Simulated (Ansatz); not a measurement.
The reference is GaP in the zinc blende structure (space group F-43m, No. 216; a = 5.452 Å). Axes: x, y, z lie along the cube axes.

One thing is altered: the symmetric strain tensor [-0.0179 0.0093 0.0010; 0.0093 -0.0100 0.0134; 0.0010 0.0134 0.0133], atoms relaxed at fixed cell.

Calculations: r2SCAN (Ansatz, an electronic-structure program; PAW; 500 eV plane waves; spin-orbit coupling left out), earlier PAW set.

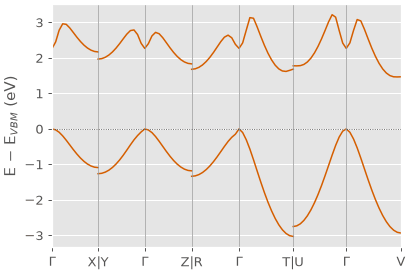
Figure. Highest valence and lowest conduction band along the path of the changed cell's own zone

Problem. From the figure, how large is the changed gap, and is it direct?

Solution. About 1.5 eV, indirect, Γ → V.

Whether these cells are dynamically stable was not tested. k-point labels follow each cell's own Brillouin zone.
